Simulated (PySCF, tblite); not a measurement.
# C4H8FN+ (doublet): geometry, infrared bands and EPR parameters

What infrared bands and EPR parameters should C4H8FN+ (doublet) (`[NH2+]C[C@@H]1C[C@@H]1F`) show?

The runs use tblite 0.8.0 and PySCF 2.14.0, with density-fitted response routines of our own; the level of theory stands in each step. All values are computed, except where a source is named. Atoms are numbered from 0 throughout.

### Step 1. The starting structure

14 atoms, charge 1, multiplicity 2; geometry from: force field or distance geometry start.

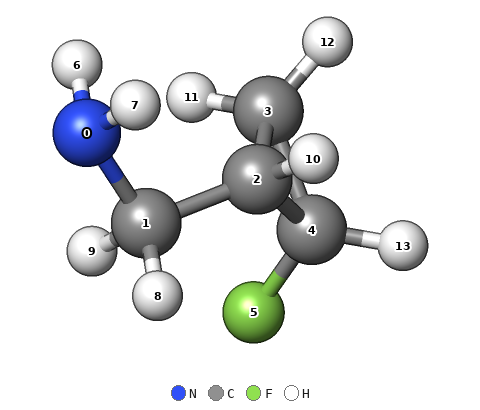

The starting geometry (nitrogen blue, carbon grey, fluorine green, hydrogen white), atoms numbered; sticks join atoms by distance.

### Step 2. Geometry optimisation with GFN2-xTB

The job: settings as JSON, then the geometry in Å.

```
{"job": {"kind": "relax", "xc": "GFN2-xTB", "basis": "xTB"}, "charge": 1, "multiplicity": 2}
N      1.354500    -0.878600     1.388400
C      0.392500    -1.100200     0.299100
C      0.242500     0.159400    -0.458000
C     -0.714700     1.247800     0.003300
C     -1.045400     0.424100    -1.192800
F     -2.071700    -0.496700    -1.082600
H      0.998100    -0.127200     1.985800
H      2.238800    -0.547500     1.013000
H      0.779200    -1.897800    -0.347700
H     -0.555800    -1.453200     0.735800
H      1.145600     0.463900    -0.958800
H     -1.308200     1.058800     0.904300
H     -0.429600     2.274300    -0.127100
H     -1.026400     0.872500    -2.184900
```

Launch:

```sh
$ OMP_NUM_THREADS=1 python probes_run.py task.json out
```

One launch serves the whole session: the jobs run in the order shown.

Output:

```text
step      E/eV     max force
  0    -537.32606    2.448
  1    -537.55352    1.456
  2    -537.61585    0.769
  3    -537.65192    0.570
  4    -537.68608    0.432
  5    -537.69602    0.219
  6    -537.70101    0.182
  7    -537.70595    0.173
  8    -537.71033    0.167
  9    -537.71431    0.166
 10    -537.71825    0.159
 11    -537.72258    0.171
 12    -537.72750    0.178
 13    -537.73238    0.197
 14    -537.73620    0.155
 15    -537.73866    0.098
 16    -537.74022    0.101
 17    -537.74153    0.122
 18    -537.74304    0.131
 19    -537.74465    0.108
 20    -537.74624    0.111
 21    -537.74764    0.105
 22    -537.74897    0.097
 23    -537.75031    0.100
 24    -537.75189    0.099
 25    -537.75342    0.111
 26    -537.75479    0.122
 27    -537.75591    0.092
 28    -537.75690    0.073
 29    -537.75770    0.080
 30    -537.75839    0.071
 31    -537.75894    0.061
 32    -537.75935    0.050
 33    -537.75969    0.052
 34    -537.76012    0.052
 35    -537.76072    0.073
 36    -537.76143    0.070
 37    -537.76201    0.051
 38    -537.76246    0.058
 39    -537.76300    0.070
 40    -537.76393    0.117
 41    -537.76529    0.143
 42    -537.76677    0.109
 43    -537.76790    0.133
 44    -537.76897    0.104
 45    -537.76984    0.146
 46    -537.77140    0.111
 47    -537.77385    0.132
 48    -537.77552    0.152
 49    -537.77782    0.196
 50    -537.77784    0.380
 51    -537.78227    0.300
 52    -537.78503    0.181
 53    -537.78787    0.161
 54    -537.79012    0.421
 55    -537.79231    0.086
 56    -537.79335    0.116
 57    -537.79458    0.357
 58    -537.79639    0.144
 59    -537.79754    0.109
 60    -537.80267    0.267
 61    -537.80636    0.130
 62    -537.80821    0.537
 63    -537.81213    0.300
 64    -537.81450    0.342
 65    -537.81761    0.243
 66    -537.82108    0.227
 67    -537.82701    0.286
 68    -537.82956    0.194
 69    -537.83256    0.260
 70    -537.83422    0.185
 71    -537.83632    0.114
 72    -537.83806    0.102
 73    -537.84028    0.102
 74    -537.84165    0.089
 75    -537.84252    0.157
 76    -537.84366    0.085
 77    -537.84538    0.090
 78    -537.84714    0.129
 79    -537.84890    0.153
 80    -537.85020    0.101
 81    -537.85141    0.112
 82    -537.85267    0.166
 83    -537.85368    0.105
 84    -537.85472    0.066
 85    -537.85509    0.064
 86    -537.85554    0.068
 87    -537.85590    0.066
 88    -537.85620    0.078
 89    -537.85655    0.076
 90    -537.85696    0.071
 91    -537.85750    0.076
 92    -537.85817    0.077
 93    -537.85927    0.085
 94    -537.86060    0.100
 95    -537.86189    0.094
 96    -537.86248    0.183
 97    -537.86350    0.075
 98    -537.86422    0.070
 99    -537.86525    0.085
100    -537.86556    0.082
101    -537.86584    0.071
102    -537.86602    0.064
103    -537.86634    0.058
104    -537.86674    0.050
105    -537.86718    0.056
106    -537.86753    0.060
107    -537.86785    0.054
108    -537.86824    0.109
109    -537.86886    0.093
110    -537.86999    0.115
111    -537.87139    0.088
112    -537.87241    0.126
113    -537.87359    0.128
114    -537.87503    0.133
115    -537.87452    0.325
116    -537.87860    0.084
117    -537.88086    0.059
118    -537.87595    0.572
119    -537.88359    0.067
120    -537.88510    0.064
121    -537.87740    0.671
122    -537.88678    0.054
123    -537.88775    0.056
124    -537.88569    0.351
125    -537.88912    0.056
126    -537.88963    0.071
127    -537.89014    0.120
128    -537.89046    0.089
129    -537.89073    0.043
130    -537.89103    0.049
131    -537.89127    0.049
132    -537.89163    0.054
133    -537.89200    0.067
134    -537.89258    0.083
135    -537.89315    0.071
136    -537.89383    0.078
137    -537.89459    0.064
138    -537.89529    0.065
139    -537.89581    0.090
140    -537.89539    0.160
141    -537.89654    0.054
142    -537.89669    0.040
143    -537.89684    0.047
144    -537.89705    0.039
145    -537.89728    0.034
146    -537.89755    0.034
147    -537.89775    0.045
148    -537.89789    0.033
149    -537.89804    0.036
150    -537.89821    0.036
151    -537.89836    0.043
152    -537.89852    0.033
153    -537.89872    0.039
154    -537.89893    0.037
155    -537.89909    0.024
156    -537.89918    0.027
157    -537.89923    0.015
158    -537.89927    0.022
159    -537.89929    0.010
```

It took 0.77 s on 1 thread of Arm Neoverse V1, shared host; peak memory 0.18 GiB.

Along the way: (not every step is listed)

```tsv
step	energy from step 0 (eV)	largest force (eV/Å)
0	0.0000	2.4476
1	-0.2275	1.4560
2	-0.2898	0.7688
3	-0.3259	0.5695
4	-0.3600	0.4321
5	-0.3700	0.2186
6	-0.3750	0.1822
7	-0.3799	0.1733
8	-0.3843	0.1670
22	-0.4229	0.0973
36	-0.4354	0.0701
50	-0.4518	0.3798
64	-0.4884	0.3421
78	-0.5211	0.1294
92	-0.5321	0.0774
106	-0.5415	0.0601
120	-0.5590	0.0635
134	-0.5665	0.0829
148	-0.5718	0.0333
154	-0.5729	0.0367
155	-0.5730	0.0245
156	-0.5731	0.0269
157	-0.5732	0.0152
158	-0.5732	0.0220
159	-0.5732	0.0102
```

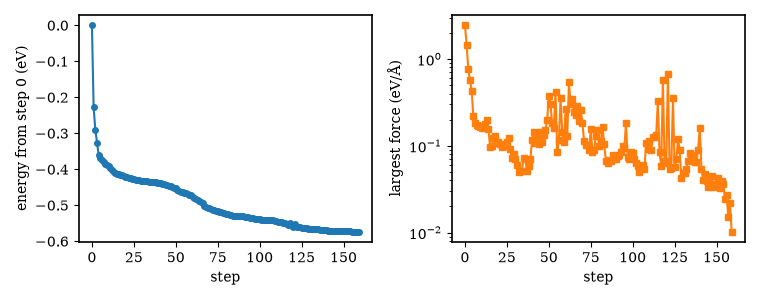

Energy and force, step by step.

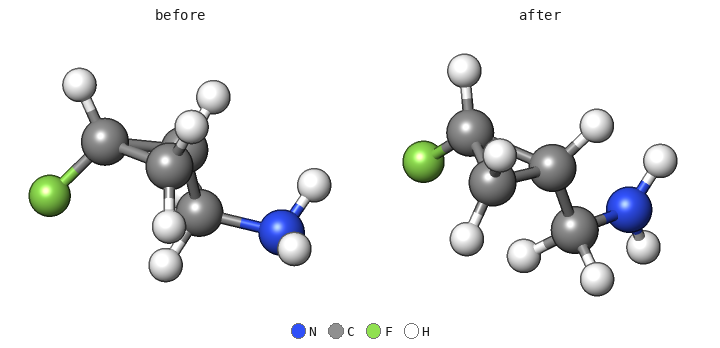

The geometry before (left) and after (right).

Distances of close pairs at the start and the end, largest changes first:

```tsv
bond	before (Å)	after (Å)	change (Å)
N0–C1	1.470	1.397	-0.073
C2–C4	1.506	1.557	+0.051
C4–F5	1.383	1.337	-0.046
C2–C3	1.521	1.503	-0.018
N0–H6	1.024	1.008	-0.016
C1–C2	1.477	1.492	+0.015
C1–H9	1.102	1.116	+0.014
C3–H11	1.095	1.081	-0.014
```

The end geometry stands in the next job.

### Step 3. Harmonic vibrations with GFN2-xTB

The job: settings as JSON, then the geometry in Å.

```
{"job": {"kind": "ir", "xc": "GFN2-xTB", "basis": "xTB"}, "charge": 1, "multiplicity": 2}
N      1.670101    -1.135611     0.764799
C      0.353259    -0.668633     0.760567
C      0.098859     0.554304    -0.055056
C     -1.288666     1.119817    -0.169228
C     -0.737786     0.431352    -1.362611
F     -1.198887    -0.786459    -1.666797
H      2.432111    -0.568964     0.425546
H      1.898250    -2.001288     1.228883
H     -0.333138    -1.492661     0.489283
H      0.036931    -0.442041     1.807058
H      0.936227     1.237661    -0.140248
H     -2.080792     0.608191     0.359275
H     -1.400208     2.192947    -0.216867
H     -0.386940     0.950911    -2.246771
```

Output:

```text
mode    cm-1     km/mol
  1      56.9      2.14
  2     184.3      3.29
  3     230.5     17.02
  4     249.7     29.87
  5     333.3    194.13
  6     392.4     10.17
  7     460.7      1.38
  8     484.7      4.60
  9     730.8     63.71
 10     807.0     41.53
 11     823.2      2.47
 12     865.8      2.60
 13     920.0     30.90
 14     934.9     31.38
 15     989.7    140.21
 16    1019.1     12.29
 17    1056.1     60.12
 18    1078.7      2.78
 19    1132.5     38.05
 20    1152.6     16.60
 21    1199.5     78.34
 22    1212.2      9.69
 23    1242.0     24.59
 24    1302.3     82.18
 25    1314.8     62.89
 26    1360.8      8.53
 27    1422.4     83.27
 28    1428.2     47.65
 29    2667.0     35.73
 30    2823.3     21.78
 31    3041.3      6.54
 32    3048.8      5.86
 33    3086.2     17.75
 34    3111.4      7.22
 35    3429.3    300.63
 36    3489.2     66.31
```

Run time: 0.3 s. Hardware: 1 thread of Arm Neoverse V1, shared host; peak memory 0.18 GiB.

The strongest bands and the atoms that carry them (share of the mass-weighted mode):

```tsv
cm⁻¹	km/mol	atoms
333	194.1	H7 67 %, N0 17 %, H6 14 %
731	63.7	C1 27 %, C4 23 %, H9 23 %
990	140.2	H10 27 %, C2 12 %, C3 11 %
1200	78.3	C1 30 %, N0 23 %, H10 14 %, H8 12 %
1302	82.2	H8 45 %, H9 32 %
1422	83.3	H6 39 %, H7 37 %, N0 14 %
3429	300.6	H6 49 %, H7 48 %
3489	66.3	H7 46 %, H6 45 %
```

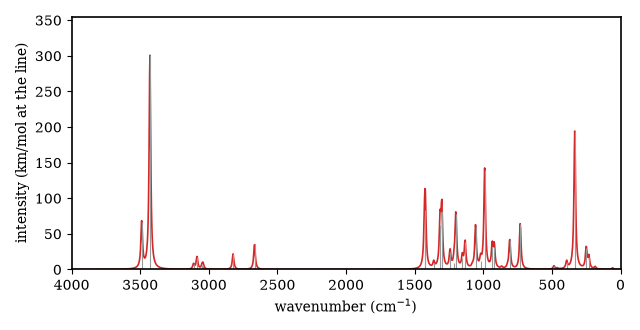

The infrared spectrum from these modes, unscaled. Lines are broadened to a width of 14 cm⁻¹ (Lorentzian).

### Step 4. EPR parameters: B3LYP/pcH-1

Settings changed since step 3:

```diff
@@ -1,2 +1,2 @@
-{"job": {"kind": "ir", "xc": "GFN2-xTB", "basis": "xTB"}, "charge": 1, "multiplicity": 2}
+{"job": {"kind": "epr", "basis": "pcH-1"}, "charge": 1, "multiplicity": 2}
 N      1.670101    -1.135611     0.764799
```

Level: UKS B3LYP, pcH-1 on C F H N, non-relativistic, mean-field spin-orbit, GIAO.

Output:

```text
UKS, coarse grid
  cycle   1  E = -311.44309381  |g| = 3.64e-01
  cycle   2  E = -311.17831120  |g| = 8.36e-01
  cycle   3  E = -311.46598722  |g| = 2.41e-01
  cycle   4  E = -311.49300973  |g| = 7.18e-02
  cycle   5  E = -311.49359135  |g| = 5.14e-02
  cycle   6  E = -311.49492044  |g| = 1.09e-02
  cycle   7  E = -311.49498426  |g| = 2.29e-03
  cycle   8  E = -311.49498718  |g| = 1.46e-03
  cycle   9  E = -311.49498872  |g| = 5.29e-04
UKS, final grid
  cycle   1  E = -311.49500374  |g| = 1.04e-03
  cycle   2  E = -311.49500032  |g| = 2.86e-03
  cycle   3  E = -311.49500426  |g| = 2.56e-04
  cycle   4  E = -311.49500429  |g| = 6.68e-05
  cycle   5  E = -311.49500429  |g| = 3.56e-05
  cycle   6  E = -311.49500429  |g| = 8.60e-06
E = -311.49500429 Eh   <S^2> = 0.7542 (exact 0.7500)
g shifts (ppm)      1          2          3
  rmc          -202       -202       -202
  gc             14         27         31
  oz_so         731       1872       3995
  total         543       1697       3824
hyperfine (MHz)  atom isotope    a_iso     a_fc   dipolar eigenvalues
    0   14N      27.89      27.89    -31.38    -31.32     62.69
    1   13C     -40.36     -40.36    -10.71     -5.19     15.89
    2   13C       0.19       0.19     -8.98     -6.84     15.82
    3   13C      -1.05      -1.05     -3.26     -1.84      5.10
    4   13C       5.69       5.69     -9.90     -9.63     19.53
    5   19F      20.32      20.32    -46.92    -43.35     90.27
    6    1H     -48.40     -48.40    -36.23     -8.34     44.57
    7    1H     -46.61     -46.61    -35.54     -9.12     44.66
    8    1H     198.47     198.47     -8.38     -4.16     12.54
    9    1H     386.87     386.87     -9.56     -6.16     15.72
   10    1H       1.23       1.23     -3.24     -1.50      4.74
   11    1H       7.43       7.43     -1.96     -0.43      2.39
   12    1H      12.31      12.31     -1.78     -0.80      2.58
   13    1H       5.79       5.79     -5.04     -0.88      5.92
```

Run time: 43 s. Hardware: 1 thread of Arm Neoverse V1, shared host; peak memory 0.86 GiB.

Principal g values 2.00286, 2.00402, 2.00614; g(iso) = 2.00434, against 2.00232 for a free electron.

Mean a(iso) over the nuclei that a row names, and the largest dipolar term of the row (other rows stand at the frozen geometry):

```tsv
nuclei	isotope	a(iso) (MHz)	a(iso) (G, at g = 2.0023)	largest dipolar term (MHz)
H9	1H	386.9	138.0	15.7
H8	1H	198.5	70.8	12.5
H6, H7	1H	-47.5	-17.0	44.7
C1	13C	-40.4	-14.4	15.9
N0	14N	27.9	10.0	62.7
F5	19F	20.3	7.2	90.3
H12	1H	12.3	4.4	2.6
H11	1H	7.4	2.7	2.4
H13	1H	5.8	2.1	5.9
C4	13C	5.7	2.0	19.5
H10	1H	1.2	0.4	4.7
C3	13C	-1.1	-0.4	5.1
C2	13C	0.2	0.1	15.8
```

Mulliken spin populations:

N0 0.67; C1 -0.04; C2 0.08; C3 0.01; C4 0.08; F5 0.02; H6 -0.02; H7 -0.02; H8 0.08; H9 0.15; H10 0.00; H11 0.00; H12 0.00; H13 0.00

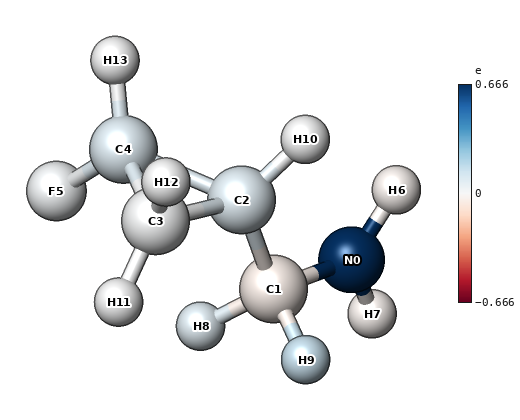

Mulliken spin populations, as colours on the atoms.

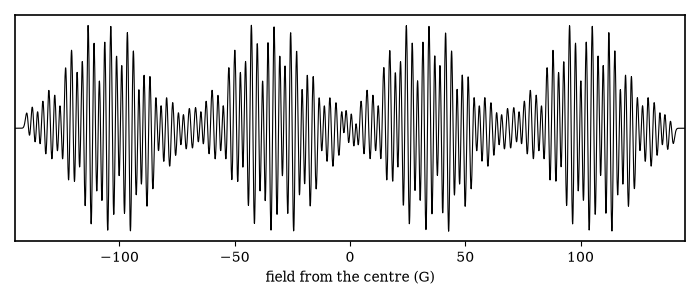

First-order isotropic spectrum (first derivative, main isotopes with spin only, couplings over 0.8 MHz, Gaussian width 0.7 G; couplings of the frozen geometry, rotation of groups not averaged beyond the rows shown).

The fields below are evaluated on a grid from the run's orbitals.

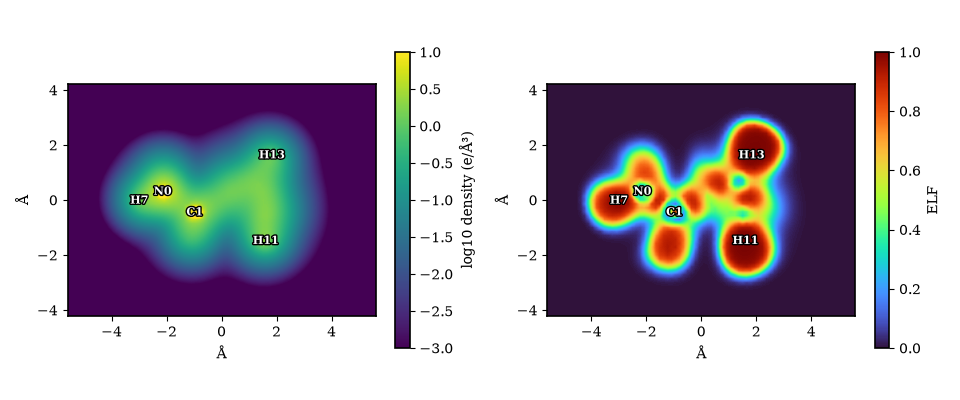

Density (left) and ELF (right) in a plane through or near 5 of the atoms.

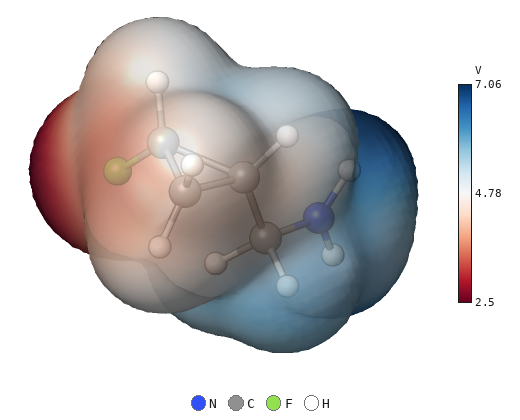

The potential that a unit positive charge feels on the 0.002 e/bohr³ surface, from 2.50 V near F5 to 7.06 V near H6.

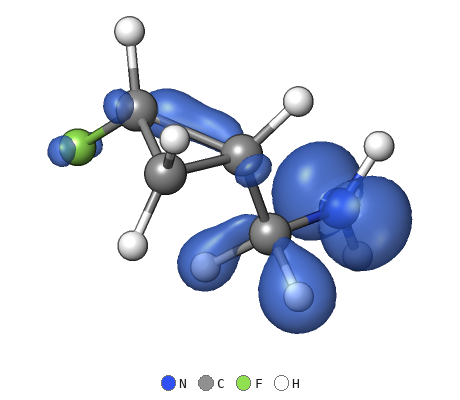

Spin density at ±0.06 e/Å³ (alpha excess blue, beta excess red).

### Step 5. Outcome

| quantity | value |
| --- | --- |
| strongest single infrared mode (GFN2-xTB) | 3429 cm⁻¹, 301 km/mol |
| zero-point energy (GFN2-xTB) | 70.2 kcal/mol |
| g(iso) (B3LYP) | 2.00434 |
| ⟨S²⟩ | 0.754 (exact 0.75) |
| largest a(iso) (averaged by class) | 1H on H9, 386.9 MHz |

In words: The optimisation took 159 steps and gained 0.573 eV; among the close pairs (by a distance rule), N0–C1 changed most, from 1.470 to 1.397 Å. No mode is imaginary among the 36: a minimum at this level. The strongest single mode, at 3429 cm⁻¹, moves mainly H6 and H7. Unscaled tight-binding wavenumbers are off by several per cent, some by more. Its intensities can rank the bands wrongly. Most of the unpaired spin sits on N0 (0.67 e). The isotropic g lies 2.0 ppt above the free-electron value. The conformer search found further structures of the same energy, which may be mirror or relabelled copies of this one.
